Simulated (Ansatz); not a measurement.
# MgTiS3 in P4/mbm, a phase reached by a soft mode: following an unstable mode

Wanted: the energy along a soft mode of MgTiS3 in P4/mbm, a phase reached by a soft mode and the structure at the end.

Calculated with Ansatz 0.2.0; DFT PBE, scalar-relativistic, plane waves, PAW; PAW set soft_1.

The structure was built from a prototype and need not be the compound's stable phase.

### 1. The starting structure

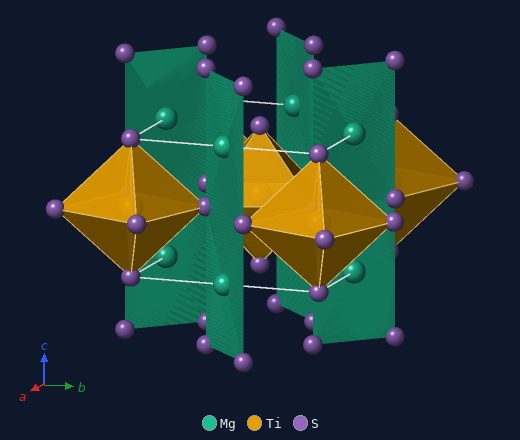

The cell as given, slightly off an axis (magnesium teal, titanium orange, sulfur purple). Some periodic images of atoms are drawn too.

### 2. Modes at Γ

This phase was reached earlier by freezing in an unstable mode of a structure of higher symmetry and relaxing. Its zone-centre modes can show that it is still unstable.

input.yaml reads:

```yaml
crystal:
  lattice:
    - [6.5197936479, 0.0, 0.0]
    - [0.0, 6.5197936479, 0.0]
    - [0.0, 0.0, 4.5982480715]
  atoms:
    - { symbol: Mg, position: [0.5, 0.0, 0.0] }
    - { symbol: Mg, position: [0.0, 0.5, 0.0] }
    - { symbol: Ti, position: [0.0, 0.0, 0.5] }
    - { symbol: Ti, position: [0.5, 0.5, 0.5] }
    - { symbol: S, position: [0.8409403728, 0.3409403728, 0.5] }
    - { symbol: S, position: [0.1590596272, 0.6590596272, 0.5] }
    - { symbol: S, position: [0.3409403728, 0.1590596272, 0.5] }
    - { symbol: S, position: [0.6590596272, 0.8409403728, 0.5] }
    - { symbol: S, position: [0.0, 0.0, 0.0] }
    - { symbol: S, position: [0.5, 0.5, 0.0] }
kpoints:
  mp_grid: { grid: [6, 6, 8] }
hamiltonian:
  xc: pbe
  pseudopotentials: { kind: paw, azcp: { folder: soft_1 } }
scf:
  occupations: { method: methfessel_paxton, width: 0.2 }
output:
  eigenvalues: true
phonons:
  method: dfpt
```

Launch:

```
> ansatz run input.yaml --threads 4 --pin off --max-ram 16384MiB --backend cpu --events-out ev --progress --plain --runs-dir out
```

Numbers of over 12 decimals in the logs are rounded to 6 here.

The log of the run:

```text
zone centre: on kpoints.mp_grid the ground state, and the responses unless they are solved on pairs of k-points, stand on 100 of the mesh's 288 k-points, reduced under 2 symmetry operations, with k and −k counted as one. Each operation leaves every solved displacement unchanged or reverses it
Engine: ansatz 0.2.0, aarch64-unknown-linux-gnu
Pseudopotentials: kind: paw
Pseudopotential: Mg, paw, valence charge 10, recommended cutoff 420 eV (normal), soft_1/Mg.paw.azcp
Pseudopotential: Ti, paw, valence charge 12, recommended cutoff 420 eV (normal), soft_1/Ti.paw.azcp
Pseudopotential: S, paw, valence charge 6, recommended cutoff 420 eV (normal), soft_1/S.paw.azcp
Functional definition: PBE
  parameter kappa = 0.804
  parameter beta = 0.066725
  exchange = pbe_x(kappa = kappa, mu = beta*pi^2/3)
  correlation = pbe_c(beta = beta)
Crystal: 10 atoms, lattice volume = 195.461 Å³
Basis set: ecut = 420 eV, 3859 PW (Γ), exchange–correlation on 96×96×64 points (8 copies of the dense FFT grid, shifted against one another)
Bands: 50, of which v1, the nominal top of the filled ones, is band 40 counted from 1 (39 counted from 0)
Symmetry: 16 space group operations
k-points: 100 of 288 (irreducible under 2 space group operations, time reversal used)
Non-local potential: Mg, projectors of the file, l = 0: 3, l = 1: 2, l = 2: 1
Non-local potential: Ti, projectors of the file, l = 0: 3, l = 1: 2, l = 2: 3, l = 3: 1
Non-local potential: S, projectors of the file, l = 0: 2, l = 1: 2, l = 2: 1
PAW form: soft (Blöchl's): semilocal exchange-correlation on the pseudo side does not see the compensation charge
PAW one-centre angular grid: Mg, 110 points (default); XC on 64 Gauss nodes
PAW one-centre angular grid: Ti, 590 points (default); XC on 64 Gauss nodes
PAW one-centre angular grid: S, 110 points (default); XC on 64 Gauss nodes
Initial density: superposition of atomic densities (chi_scale 0.1, normalization cell, long waves kept (reshape's long-wave potential 0.00 eV rms))
Initial wavefunctions: pseudopotential atomic-orbital guess
Functional: x = pbe(κ = 0.804, μ = 0.219515), c = pbe(β = 0.066725)
SCF iter   1: F=—  HF=-14271.158825 eV  |F-HF|=—  |Δ(HF+E_count)|=         —  Δρ=5.55e-2  dr2=1.21e1  ethr=3.10e-3  ⟨swp⟩=6.3  Hψ=21011  notcnv=0
preconditioner: auto → Kerker (q_TF=auto, 2.351 Å⁻¹)  [metal: Δε(μ)=0.016 eV  Ē_g=6.739 eV  σ=0.200 eV  W_gap=0.07  n_scr=38 (ndim 8)  ℏωp=18.4 eV  f_vac=0.000  D(μ)=2.54/eV (n_scr^D=10)]
SCF iter   2: F=—  HF=-14270.183357 eV  |F-HF|=—  |Δ(HF+E_count)|=   9.75e-1  S|Δr|=    0.00e0  Δρ=2.95e-2  dr2=3.92e0  ethr=3.10e-3  ⟨swp⟩=2.0  Hψ=6491  notcnv=0  defer=171
SCF iter   3: F=—  HF=-14269.706102 eV  |F-HF|=—  |Δ(HF+E_count)|=   4.77e-1  S|Δr|=    0.00e0  Δρ=5.94e-3  dr2=2.06e-1  ethr=3.10e-3  ⟨swp⟩=2.9  Hψ=8614  notcnv=0  defer=181
SCF iter   4: F=—  HF=-14269.689080 eV  |F-HF|=—  |Δ(HF+E_count)|=   1.70e-2  S|Δr|=    0.00e0  Δρ=2.25e-3  dr2=2.29e-2  ethr=2.58e-4  ⟨swp⟩=2.2  Hψ=7559  notcnv=0  defer=184
SCF iter   5: F=—  HF=-14269.688571 eV  |F-HF|=—  |Δ(HF+E_count)|=   5.08e-4  S|Δr|=    0.00e0  Δρ=6.70e-4  dr2=1.24e-3  ethr=2.86e-5  ⟨swp⟩=2.0  Hψ=6758  notcnv=0  defer=184
SCF iter   6: F=—  HF=-14269.688798 eV  |F-HF|=—  |Δ(HF+E_count)|=   2.27e-4  S|Δr|=    0.00e0  Δρ=1.85e-4  dr2=1.07e-4  ethr=1.55e-6  ⟨swp⟩=2.0  Hψ=7251  notcnv=0  defer=184
SCF iter   7: F=—  HF=-14269.688843 eV  |F-HF|=—  |Δ(HF+E_count)|=   4.54e-5  S|Δr|=    0.00e0  Δρ=5.48e-5  dr2=8.93e-6  ethr=1.34e-7  ⟨swp⟩=2.0  Hψ=7344  notcnv=0  defer=184
SCF iter   8: F=—  HF=-14269.688847 eV  |F-HF|=—  |Δ(HF+E_count)|=   3.34e-6  S|Δr|=    0.00e0  Δρ=1.76e-5  dr2=8.97e-7  ethr=1.12e-8  ⟨swp⟩=2.0  Hψ=7355  notcnv=0  defer=184
SCF iter   9: F=—  HF=-14269.688846 eV  |F-HF|=—  |Δ(HF+E_count)|=   4.25e-7  S|Δr|=    0.00e0  Δρ=5.31e-6  dr2=9.04e-8  ethr=1.12e-9  ⟨swp⟩=2.0  Hψ=8830  notcnv=0  defer=184
SCF iter  10: F=—  HF=-14269.688846 eV  |F-HF|=—  |Δ(HF+E_count)|=   3.09e-8  S|Δr|=    0.00e0  Δρ=2.01e-6  dr2=9.72e-9  ethr=1.13e-10  ⟨swp⟩=2.0  Hψ=8743  notcnv=0  defer=184
SCF iter  11: F=—  HF=-14269.688846 eV  |F-HF|=—  |Δ(HF+E_count)|=   3.00e-9  S|Δr|=    0.00e0  Δρ=5.56e-7  dr2=8.37e-10  ethr=1.21e-11  ⟨swp⟩=2.0  Hψ=8662  notcnv=0  defer=184
SCF iter  12: F=—  HF=-14269.688846 eV  |F-HF|=—  |Δ(HF+E_count)|=  6.26e-10  S|Δr|=    0.00e0  Δρ=1.62e-7  dr2=5.32e-11  ethr=1.05e-12  ⟨swp⟩=2.0  Hψ=8443  notcnv=0  defer=184
SCF iter  13: F=-14269.688846 eV  HF=-14269.688846 eV  |F-HF|=3.64e-12  |Δ(HF+E_count)|=  5.46e-11  S|Δr|=    0.00e0  Δρ=4.55e-8  dr2=4.28e-12  ethr=1.00e-12  ⟨swp⟩=13.6  Hψ=27803  notcnv=0
SCF 1 converged in 13 iterations: F = -14269.688846 eV  dr2 = 4.28e-12
  greatest PAW one-centre occupation: 1.000 electrons in one spin orbital (limit 2), on the Mg atom at site 1 (counted from 0), in its partial waves of l = 0
DFPT response loops at Γ: preconditioner auto → Kerker (q_TF=auto, 2.351 Å⁻¹) (partly filled bands, converged f_vac=0.000); β = 1.00, the filter's whole step (`scf.mixing.beta` (0.50) is not read by the response loops under this deck's `scf.mixing.preconditioner`; to damp them name `kerker` or `kerker_dos`, under which they read `scf.mixing.beta`, and type it under 1.00, their step now; both keys bind the ground state too); Broyden in place of MSR1
SCF converged after 13 iterations
Stability not checked: this state was not tested for a lower state beside it, because cold or Methfessel-Paxton smearing, or corrected tetrahedra, fill the levels in a way that the test cannot read (fill_not_monotonic; see scf.lower_state_search)
Free energy (F): -14269.688846 eV
Harris-Foulkes:  -14269.688846 eV  (|F-HF|=3.64e-12)
Internal energy: -14269.689874 eV  (E = F + TS)
E sigma→0 (E₀):  -14269.689103 eV
Entropy (-TS):   0.001028 eV (0.103 meV/atom)
Fermi energy:    7.342303 eV
Step filling:    the computed levels leave a gap of 0.0210 eV = 0.1 smearing widths at the electron count; against every level under it full and every level over it empty, smearing changes F+E_penalty+E_count by -0.985 meV and its σ→0 estimate by -1.242 meV
--- Per-component energies (eV) ---
  E_band       = -1133.440620
  E_kinetic    = 1335.007490
  E_local      = -6561.387000  (includes V_loc(G=0)·N_el)
  E_nonlocal   = 715.084741
  E_hartree    = 2364.895078
  E_xc         = -820.418886
  E_vxc        = -857.728088  (∫ρ·V_xc dr)
  E_paw        = -6337.805501  (= ΣΔE_a)
  E_vpaw       = -494.207395  (= ΣTr[D̂ρ^β])
  E_aug_tail   = -0.000471  (compensation charges beyond the density's cutoff)
  E_ewald      = -4965.065324
  E_smearing   = 0.001028  (= −TS)
  E_closure    = 0.000000  (closes the sum)
  Σ components = -14269.688846   (vs F -14269.688846, Δ=0.00e0)
--- Band table (eV; the first three rows and the last of 100) ---
  k-point 0: bands = [... 36 lower, 6.2660, 6.2660, 7.2681, 7.2681, 7.3947, 7.3947, 7.7704, 7.9881, ... 6 higher]
  k-point 1: bands = [... 36 lower, 5.8404, 5.8404, 7.3815, 7.3815, 7.7773, 7.7947, 7.7947, 8.0024, ... 6 higher]
  k-point 2: bands = [... 36 lower, 6.5341, 6.5341, 7.4127, 7.4127, 7.7942, 8.0257, 8.5413, 8.5413, ... 6 higher]
  k-point 99: bands = [... 36 lower, 5.6929, 5.6929, 6.3794, 6.3794, 8.5905, 8.5905, 8.9367, 8.9367, ... 6 higher]
--- Phonons (Γ-DFPT): 8 representative perturbations + reference, on 100 of 288 k-points (Σ response iterations 24) ---
  k mesh reduced under 2 symmetry operations, with k and −k counted as one. Each operation leaves every solved displacement unchanged or reverses it
  ASR residual: 1.189e-4 → 0.000e0 eV/Å²; symmetrization residual: 1.657e-5 eV/Å²
  ASR residual per site (eV/Å²): 1.94e-5 1.94e-5 1.05e-4 1.05e-4 3.46e-5 3.46e-5 3.46e-5 3.46e-5 1.19e-4 1.19e-4
  Γ frequencies (cm⁻¹): -121.76 -121.76 -88.54 -68.83 -68.83 -36.34 0.00 0.00 0.00 35.69 35.69 59.66 122.83 122.83 129.32 129.32 157.36 176.12 176.12 177.38 238.77 238.77 241.44 272.60 275.39 275.39 282.69 356.58 383.43 384.33
  non-analytic LO–TO correction: not included (Born effective charges unavailable; polar crystals: no LO–TO splitting at Γ)
```

It took 4.5 min on 4 threads of Arm Neoverse V1, shared host; peak memory 3.1 GiB; 18 min of CPU time.

Reading the cycles: dr2 is the Hartree energy of the density residual (eV), the measure of convergence; HF is the Harris–Foulkes estimate of the energy, which meets the free energy F at convergence.

Numbers from this step:

```yaml
volume_per_atom: 19.55 Å³
gap_on_the_k_mesh: 0 eV
sum_rule_residual_before_enforcement: 1.19e-4 eV/Å²
point_group: 4/mmm
highest_optical_mode_at_the_zone_centre_no_lo_to_term: 384.3 cm⁻¹
lowest_optical_zone_centre_mode: -121.8 cm⁻¹
```

Patterns of degenerate modes are one choice out of their space. Modes at Γ, with each element's share of the kinetic energy (negative means imaginary):

```tsv
mode	frequency (cm⁻¹)	symmetry	Mg %	Ti %	S %
1	-121.8	Eu	42	1	57
2	-121.8	Eu	42	1	57
3	-88.5	A2u	7	60	34
4	-68.8	Eu	63	2	34
5	-68.8	Eu	63	2	34
6	-36.3	A1u	0	85	15
7	0.0	acoustic	14	28	57
8	0.0	acoustic	14	28	57
9	0.0	acoustic	14	28	57
10	35.7	Eu	48	23	29
11	35.7	Eu	48	23	29
12	59.7	B1u	38	0	62
13	122.8	Eu	15	38	47
14	122.8	Eu	15	38	47
15	129.3	Eg	0	0	100
16	129.3	Eg	0	0	100
17	157.4	A2u	79	0	21
18	176.1	Eu	9	15	77
19	176.1	Eu	9	15	77
20	177.4	B1u	62	0	38
21	238.8	Eu	9	83	8
22	238.8	Eu	9	83	8
23	241.4	A1g	0	0	100
24	272.6	B2g	0	0	100
25	275.4	Eu	1	8	91
26	275.4	Eu	1	8	91
27	282.7	B1g	0	0	100
28	356.6	A2g	0	0	100
29	383.4	A1u	0	15	85
30	384.3	A2u	0	12	88
```

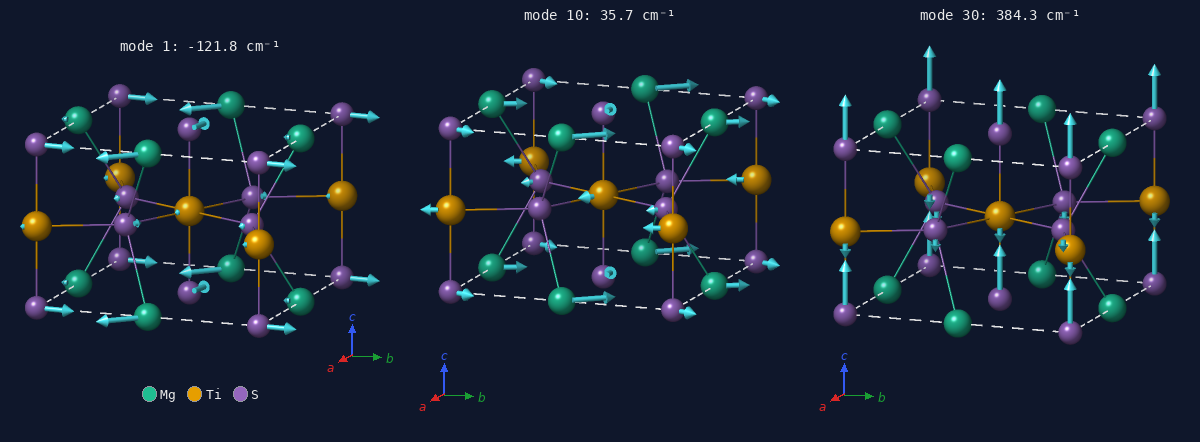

Displacement patterns of modes 1, 10 and 30 at Γ; arrows are exaggerated. Some periodic images of atoms are drawn too.

Before it was imposed, the acoustic sum rule was missed by 1.2e-4 eV/Å². Small misses are needed for a sound result but don't prove that mesh and cutoff are converged. The lowest optical mode is imaginary, 121.8i cm⁻¹, so the energy falls along it.

### 3. The mode frozen in, largest atomic shift 0 Å

The mode followed lies at Γ with frequency 121.8i cm⁻¹ and is 2-fold degenerate, the softest among the wavevectors solved. At small amplitude the distorted cell has space group no. 38 by a symmetry search on the positions. The undistorted cell that holds it gives the zero of energy on the same k mesh.

input.yaml: that of step 2 with these lines changed.

```diff
@@ -24,4 +24,4 @@
 output:
+  forces: true
+  stress: true
   eigenvalues: true
-phonons:
-  method: dfpt
```

The log of the run:

```text
[...]
Crystal: 10 atoms, lattice volume = 195.461 Å³
Basis set: ecut = 420 eV, 3859 PW (Γ), exchange–correlation on 90×90×64 points (8 copies of the dense FFT grid, shifted against one another)
Bands: 50, of which v1, the nominal top of the filled ones, is band 40 counted from 1 (39 counted from 0)
Symmetry: 16 space group operations
[...]
k-points: 50 of 288
[...]
k-point 0: bands = [... 36 lower, 6.2660, 6.2660, 7.2681, 7.2681, 7.3946, 7.3946, 7.7703, 7.9881, ... 6 higher]
  k-point 1: bands = [... 36 lower, 5.8404, 5.8404, 7.3815, 7.3815, 7.7773, 7.7947, 7.7947, 8.0024, ... 6 higher]
  k-point 2: bands = [... 36 lower, 6.5341, 6.5341, 7.4126, 7.4126, 7.7942, 8.0257, 8.5413, 8.5413, ... 6 higher]
  k-point 49: bands = [... 36 lower, 5.6929, 5.6929, 6.3794, 6.3794, 8.5904, 8.5904, 8.9367, 8.9367, ... 6 higher]
[key lines of the parts left out:]
SCF converged after 9 iterations
Free energy (F): -14269.688846 eV
Fermi energy:    7.342269 eV
P = ⅓ Tr σ = 0.0050 GPa (0.050 kbar)
```

Wall time 9.6 s (4 threads); peak memory 0.73 GiB.

This step gave:

```
pressure                         : 0.005021 GPa
energy from the undistorted cell : 0 meV/atom
```

The run ends at a pressure of 0.01 GPa, with forces up to 3.6e-4 eV/Å.

### 4. The mode frozen in, largest atomic shift 0.6 Å

The atoms are moved along the unstable eigenvector, the largest shift by 0.6 Å, with the cell fixed.

input.yaml, the sections that differ from step 3:

```yaml
crystal:
  lattice:
    - [6.5197936479, 0.0, 0.0]
    - [0.0, 6.5197936479, 0.0]
    - [0.0, 0.0, 4.5982480715]
  atoms:
    - { symbol: Mg, position: [0.5067929458, -0.0067929458, 0.0] }
    - { symbol: Mg, position: [0.0650732357, 0.4349267643, 0.0] }
    - { symbol: Ti, position: [0.004954454, -0.0073216199, 0.5] }
    - { symbol: Ti, position: [0.5073216199, 0.495045546, 0.5] }
    - { symbol: S, position: [0.8291303073, 0.3527504383, 0.5] }
    - { symbol: S, position: [0.1472495617, 0.6708696927, 0.5] }
    - { symbol: S, position: [0.3493796142, 0.1506203858, 0.5] }
    - { symbol: S, position: [0.6674988686, 0.8325011314, 0.5] }
    - { symbol: S, position: [-0.0026144152, 0.0634551147, 0.0] }
    - { symbol: S, position: [0.4365448853, 0.5026144152, 0.0] }
# kpoints, hamiltonian, scf, output: as in step 3
```

The log of the run:

```text
[...]
Crystal: 10 atoms, lattice volume = 195.461 Å³
Basis set: ecut = 420 eV, 3859 PW (Γ), exchange–correlation on 90×90×64 points (8 copies of the dense FFT grid, shifted against one another)
Bands: 50, of which v1, the nominal top of the filled ones, is band 40 counted from 1 (39 counted from 0)
Symmetry: 4 space group operations
[...]
k-point 0: bands = [... 36 lower, 5.5905, 5.9795, 7.2493, 7.2773, 7.3519, 8.0084, 8.0199, 8.2760, ... 6 higher]
  k-point 1: bands = [... 36 lower, 5.8667, 5.8785, 7.2171, 7.2929, 7.6348, 7.9341, 8.0531, 8.0694, ... 6 higher]
  k-point 2: bands = [... 36 lower, 6.1285, 6.3237, 7.2312, 7.3052, 7.8890, 7.9111, 8.1633, 8.4055, ... 6 higher]
  k-point 64: bands = [... 36 lower, 5.6449, 5.6674, 5.9328, 6.6441, 8.1714, 8.4631, 8.5271, 8.6815, ... 6 higher]
[key lines of the parts left out:]
SCF converged after 11 iterations
Free energy (F): -14269.926091 eV
Fermi energy:    7.334729 eV
P = ⅓ Tr σ = 1.0088 GPa (10.088 kbar)
```

It took 21 s on 4 threads; peak memory 0.76 GiB.

This step gave:

```yaml
pressure: 1.009 GPa
gap_on_the_k_mesh: 0.04670 eV
energy_from_the_undistorted_cell: -23.78 meV/atom
```

The energy, extrapolated to zero smearing, is -23.78 meV/atom against the undistorted cell.

The run ends at a pressure of 1.01 GPa, with forces up to 0.52 eV/Å.

### 5. Energy along the mode, all amplitudes (two of the runs are shown above)

An imaginary frequency means negative curvature, so the energy should fall and then rise again as anharmonic terms take over.

Numbers from this step:

| Item | Value |
| --- | --- |
| depth at the lowest point sampled | 23.78 meV/atom |
| largest atomic shift at that point | 0.6 Å |

The energy from the parent by largest atomic shift:

```tsv
largest atomic shift (Å)	energy from the parent (meV/atom)
0.000	0
0.040	-0.259
0.080	-1.03
0.140	-3.14
0.220	-7.55
0.320	-14.7
0.450	-23.5
0.600	-23.8
```

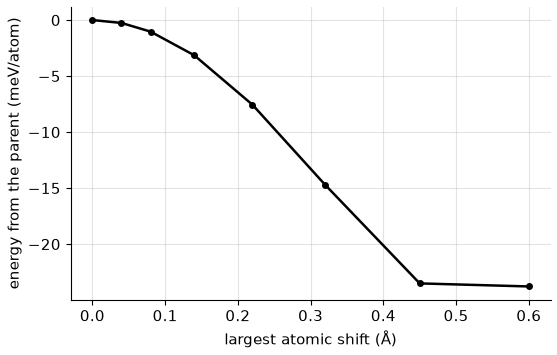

Energy from the parent, plotted against largest atomic shift.

Displacement at unit largest shift by atom:

```tsv
atom	x (Å)	y (Å)	z (Å)	size
Mg1	0.074	-0.074	0.000	0.105
Mg2	0.707	-0.707	0.000	1.000
Ti3	0.054	-0.080	0.000	0.097
Ti4	0.080	-0.054	0.000	0.097
S5	-0.128	0.128	0.000	0.181
S6	-0.128	0.128	0.000	0.181
S7	0.092	-0.092	0.000	0.130
S8	0.092	-0.092	0.000	0.130
S9	-0.028	0.690	0.000	0.691
S10	-0.690	0.028	0.000	0.691
```

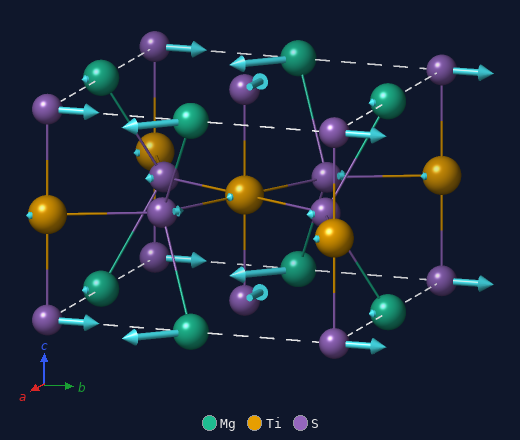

Displacement at unit largest shift as arrows, the longest 1.000 Å. Some periodic images of atoms are drawn too.

The lowest of the steps tried is the last one, at 0.6 Å, 23.8 meV/atom below the parent; the bottom of the well need not coincide with a step.

(Part 1 of 3 ends here.)

[Logs are printed without paths, hosts, clocks, repeated set-up lines and the standing remarks that a program may print on its own settings, such as how far it seeks lower states.]

[Hosts, paths, dates, database ids (printed as entryN), source tags and the programs' standing remarks are cut or masked in the printed files.]
